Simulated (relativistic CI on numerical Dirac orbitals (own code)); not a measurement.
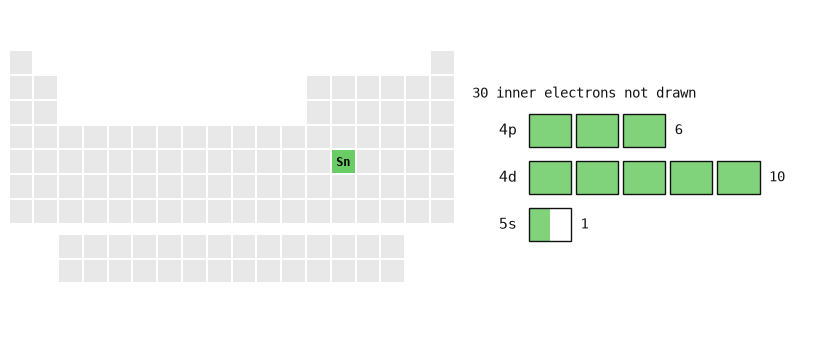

Fig. 1: Left, the place of tin in the periodic table; right, the outer shells of the leading configuration of the lowest level: a box for each of the 2l + 1 orbitals, shaded by the share of the shell that is filled, with the electron count at the right.

Relativistic CI calculation for Sn³⁺

Sn³⁺. Computed at this level: Dirac-Coulomb-Breit CI, KLI orbitals optimised for each configuration, model QED (radiative potential, 1s self-energy scaled to tabulated hydrogen-like ionisation energies), valence Slater integrals scaled by 0.85, configuration energies shifted to the measured levels that pair with them (semi-empirical) (relativistic CI on numerical Dirac orbitals, in-house).

## The input
```
atom Sn  Z=50  charge=3  electrons=47
nucleus A=120  rms_radius_fm=4.6519
hamiltonian dirac-coulomb  breit=on  qed=on  c_scale=1
orbitals kli  potential=per-configuration
slater_scale 0.85
correlation fit
mixing on
configurations
  [Kr] 4d10 5s
  [Kr] 4d10 5p
  [Kr] 4d10 5d
  [Kr] 4d9 5s2
  [Kr] 4d10 6s
  [Kr] 4d10 6p
  [Kr] 4d10 4f
  [Kr] 4d10 6d
  [Kr] 4d10 7s
  [Kr] 4d10 5g
  [Kr] 4d10 5f
  [Kr] 4d9 4f 5s
  [Kr] 4d10 7p
  [Kr] 4d8 5s 5p2
  [Kr] 4d9 5s 5p
  [Kr] 4d9 5p2
  [Kr] 4d10 7d
  [Kr] 4d10 6f
  [Kr] 4d9 5p 5d
  [Kr] 4d8 5s2 5p
  [Kr] 4d8 5s 5d2
  [Kr] 4d9 5s 6p
  [Kr] 4d9 5s 5d
  [Kr] 4d9 4f 5p
  [Kr] 4d9 5s 6s
end
```

The run was one of a batch that the task file lists, launched with:
```bash
python <driver script> task.json out
```

The program writes its results to a structured record and prints no log; tables and figures of this report are taken from that record.

## The lowest 30 levels

```tsv
Configuration	Level	E (eV)	LS purity (%)	Landé g	Lifetime (s; – stable or not computed)
4d¹⁰ 5s	²S₁/₂	0	99	2.002	–
4d¹⁰ 5p	²P°₁/₂	8.657	99	0.666	1.0×10⁻⁹
4d¹⁰ 5p	²P°₃/₂	9.400	99	1.334	7.9×10⁻¹⁰
4d¹⁰ 5d	²D₃/₂	20.48	99	0.799	2.5×10⁻¹⁰
4d¹⁰ 5d	²D₅/₂	20.52	85	1.200	3.1×10⁻¹⁰
4d⁹ 5s²	²D₅/₂	20.98	82	1.200	2.2×10⁻⁹
4d¹⁰ 6s	²S₁/₂	21.59	100	2.002	2.8×10⁻¹⁰
4d⁹ 5s²	²D₃/₂	21.96	96	0.799	7.0×10⁻⁸
4d¹⁰ 6p	²P°₁/₂	24.54	100	0.666	1.5×10⁻⁹
4d¹⁰ 6p	²P°₃/₂	24.79	100	1.334	1.6×10⁻⁹
4d¹⁰ 4f	²F°₇/₂	26.07	100	1.143	1.1×10⁻⁹
4d¹⁰ 4f	²F°₅/₂	26.08	99	0.857	1.0×10⁻⁹
4d⁹ 5s 5p	⁴P°₅/₂	27.60	90	1.574	6.0×10⁻⁷
4d⁹ 5s 5p	⁴F°₇/₂	28.24	74	1.246	9.6×10⁻⁸
4d⁹ 5s 5p	⁴P°₃/₂	28.25	76	1.589	2.8×10⁻⁹
4d⁹ 5s 5p	[(4d₅/₂)⁵ 5s 5p₁/₂] J = 5/2	28.26	59	1.002	2.3×10⁻⁷
4d⁹ 5s 5p	⁴F°₉/₂	28.58	100	1.334	2.1×10⁰
4d⁹ 5s 5p	⁴F°₃/₂	28.78	87	0.527	4.6×10⁻⁸
4d⁹ 5s 5p	⁴P°₁/₂	28.86	85	2.340	2.0×10⁻⁹
4d¹⁰ 6d	²D₃/₂	29.11	100	0.799	6.7×10⁻¹⁰
4d¹⁰ 6d	²D₅/₂	29.15	100	1.200	7.4×10⁻¹⁰
4d⁹ 5s 5p	[(4d₅/₂)⁵ 5s 5p₃/₂] J = 5/2	29.29	49	1.082	1.3×10⁻⁷
4d⁹ 5s 5p	[(4d₅/₂)⁵ 5s 5p₃/₂] J = 7/2	29.34	81	1.380	1.3×10⁻⁶
4d⁹ 5s 5p	²D°₃/₂	29.45	58	0.973	2.2×10⁻⁹
4d¹⁰ 7s	²S₁/₂	29.46	100	2.002	3.9×10⁻¹⁰
4d⁹ 5s 5p	J = 5/2 (odd, mixed)	29.60	30	1.153	9.3×10⁻⁸
4d⁹ 5s 5p	²P°₁/₂	29.84	76	0.828	1.3×10⁻¹⁰
4d⁹ 5s 5p	²P°₃/₂	29.85	77	1.293	1.4×10⁻¹⁰
4d⁹ 5s 5p	⁴D°₁/₂	29.97	80	0.171	4.3×10⁻¹⁰
4d⁹ 5s 5p	[(4d₃/₂)³ 5s 5p₃/₂] J = 7/2	30.14	71	1.182	6.1×10⁻⁸
```

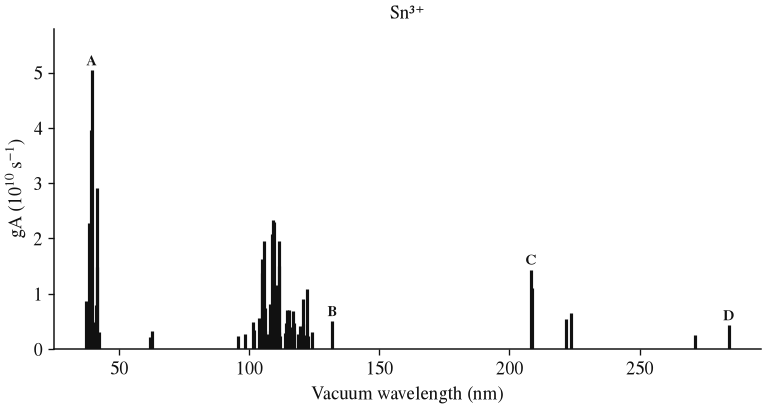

Fig. 2: The stronger electric dipole lines (weighted rates gA) for Sn³⁺ (tin, Z = 50). A: 4d⁹ 5p² ²D₅/₂ → 4d¹⁰ 5p ²P°₃/₂, 39.61 nm, gA = 5.0×10¹⁰ s⁻¹; B: 4d¹⁰ 5p ²P°₃/₂ → 4d¹⁰ 5s ²S₁/₂, 131.9 nm, gA = 5.0×10⁹ s⁻¹; C: 4d¹⁰ 5g ²G₉/₂ → 4d¹⁰ 4f ²F°₇/₂, 208.1 nm, gA = 1.4×10¹⁰ s⁻¹; D: 4d¹⁰ 6d ²D₅/₂ → 4d¹⁰ 6p ²P°₃/₂, 284.4 nm, gA = 4.3×10⁹ s⁻¹. The strongest, A, lies in the extreme ultraviolet region.

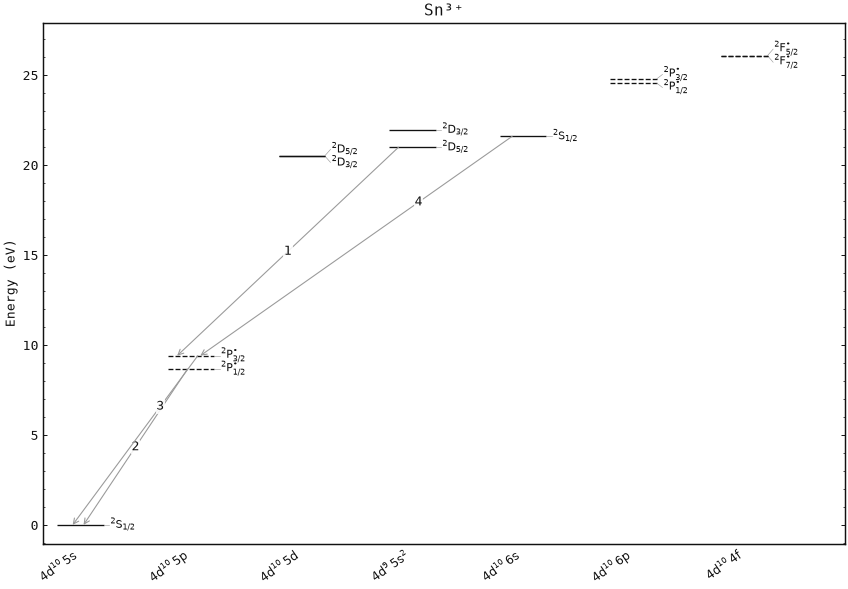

Fig. 3: Levels of Sn³⁺ (tin, Z = 50) with 4 numbered transitions. Rates are at computed energies, in the length gauge.

| No. | Upper | Lower | Type | λ (vacuum) | A (s⁻¹) |
| --- | --- | --- | --- | --- | --- |
| 1 | 4d⁹ 5s² ²D₅/₂ | 4d¹⁰ 5p ²P°₃/₂ | E1 | 107.0 nm | 4.6×10⁸ |
| 2 | 4d¹⁰ 5p ²P°₁/₂ | 4d¹⁰ 5s ²S₁/₂ | E1 | 143.2 nm | 9.8×10⁸ |
| 3 | 4d¹⁰ 5p ²P°₃/₂ | 4d¹⁰ 5s ²S₁/₂ | E1 | 131.9 nm | 1.3×10⁹ |
| 4 | 4d¹⁰ 6s ²S₁/₂ | 4d¹⁰ 5p ²P°₃/₂ | E1 | 101.7 nm | 2.4×10⁹ |

Line 4 has the largest rate; it falls in the extreme ultraviolet region.

## Key numbers

- outcome: converged
- lowest level: 4d¹⁰ 5s ²S₁/₂
- first excited level: 4d¹⁰ 5p ²P°₁/₂, 69,821 cm⁻¹
- levels computed: 1180
- SCF iterations: 247
- hardware: 1 thread of Intel Xeon (Sapphire Rapids), 16 GiB of memory available, shared host
- wall time: 3.3 s

## Notes

Caveats: shifts are fitted to measured levels, configurations with none paired borrow a shift and can be misplaced by tens of thousands of cm⁻¹; rates and lifetimes follow the computed energies and can be off by orders of magnitude; one shift a configuration: terms inside it, and wavelengths, can be off by thousands of cm⁻¹; the fine structure of a weakly bound d or f electron outside closed shells is too small or inverted; only a limited list of configurations is included, so lower levels can be missing; only lines among the lowest 68 of 1180 levels are drawn.
